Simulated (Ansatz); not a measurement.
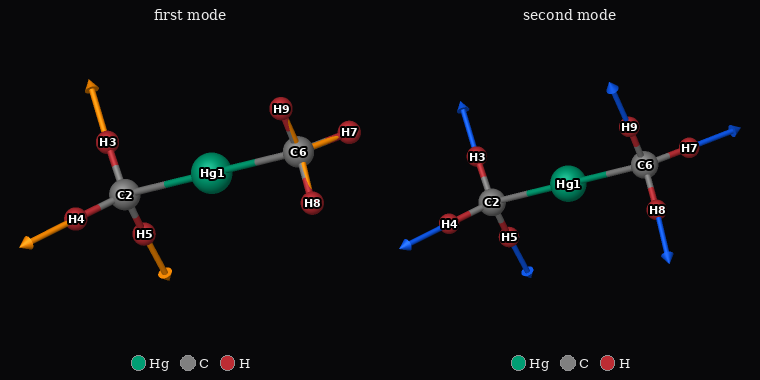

The system is C2H6Hg, charge +1, spin multiplicity 2; the picture shows the reference structure; its two panels give the patterns of the first and the second mode as arrows. 
- The first coordinate is: normal mode 16 (3031 cm⁻¹, of the parent); the second: normal mode 17 (3032 cm⁻¹, of the parent).
- Nothing is relaxed (straight displacements along the two mass-weighted modes).
- The grid has 11 × 11 points; 114 points were computed and 7 follow by symmetry.
- Points are written as (first, second).
- All energies are given in cm⁻¹ relative to the lowest grid point.
- Near the degeneracy a single determinant is a rough description.
- All numbers below come from UKS B3LYP-D4/def2-SVP (Ansatz).

Its coordinates:

```yaml
atoms:
  - { symbol: Hg, position_ang: [0.0000, 0.0001, 0.0000] }
  - { symbol: C, position_ang: [-0.0036, -0.0151, 2.1289] }
  - { symbol: H, position_ang: [-0.4395, 0.9176, 2.5197] }
  - { symbol: H, position_ang: [1.0236, -0.1086, 2.5149] }
  - { symbol: H, position_ang: [-0.5966, -0.8625, 2.5069] }
  - { symbol: C, position_ang: [0.0035, 0.0151, -2.1289] }
  - { symbol: H, position_ang: [-1.0276, 0.0157, -2.5156] }
  - { symbol: H, position_ang: [0.5219, -0.8746, -2.5193] }
  - { symbol: H, position_ang: [0.5182, 0.9124, -2.5066] }
```

Range: normal mode 16 (3031 cm⁻¹, of the parent) from −0.122 to 0.122 amu½·Å; normal mode 17 (3032 cm⁻¹, of the parent) from −0.122 to 0.122 amu½·Å.

Q: What will the energy surface look like?

A: The lowest grid point is at (0.000 amu½·Å, 0.000 amu½·Å). No other kind of well shows on this grid. The highest grid point, (−0.122 amu½·Å, −0.122 amu½·Å), lies 4903 cm⁻¹ above the lowest.

```
second ↓, first →  −0.122  −0.097  −0.073  −0.049  −0.024  0.000  0.024  0.049  0.073  0.097  0.122
            0.122    3434    2881    2455    2150    1967   1907   1967   2150   2454   2881   3434
            0.097    2871    2284    1831    1508    1314   1250   1314   1508   1831   2284   2872
            0.073    2444    1821    1341     998     792    724    792    998   1341   1822   2445
            0.049    2158    1498     989     626     407    335    407    626    989   1499   2159
            0.024    2022    1323     783     398     167     90    167    398    783   1323   2024
            0.000    2046    1305     734     326      81      0     81    326    734   1306   2048
           −0.024    2239    1454     849     418     158     72    158    418    849   1455   2240
           −0.049    2611    1781    1140     684     409    318    409    684   1140   1781   2612
           −0.073    3170    2292    1615    1132     842    745    841   1132   1615   2293   3171
           −0.097    3929    3001    2284    1774    1467   1365   1467   1773   2284   3001   3930
           −0.122    4903    3922    3164    2624    2300   2192   2299   2624   3164   3921   4903
```

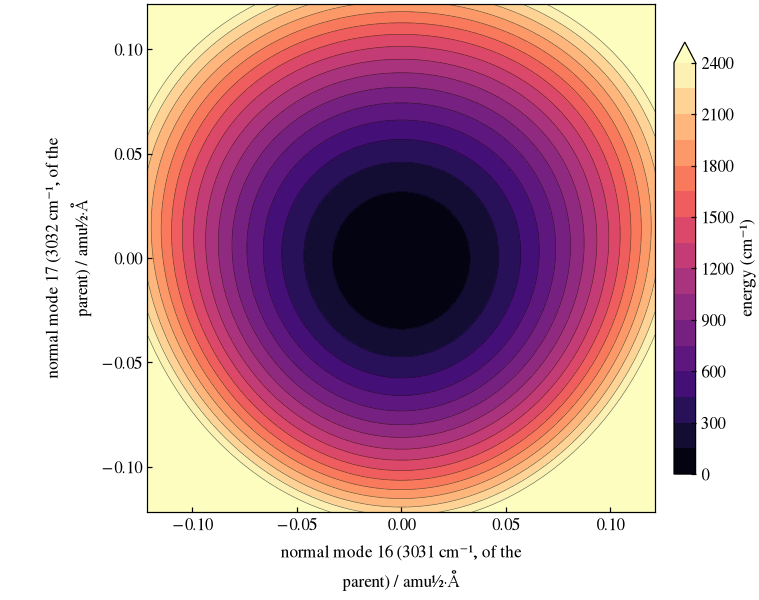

The picture shows filled contours, one colour for all values above the top of the scale. Between grid points the surface is interpolated.

Each point was launched as `ansatz run input.yaml --threads 1 --pin off --max-ram 2560MiB --backend cpu --events-out ev --progress --plain --runs-dir out`. Time for the 114 points that were run: 13 min on 1 thread of Arm Neoverse V2, with other jobs on the host.
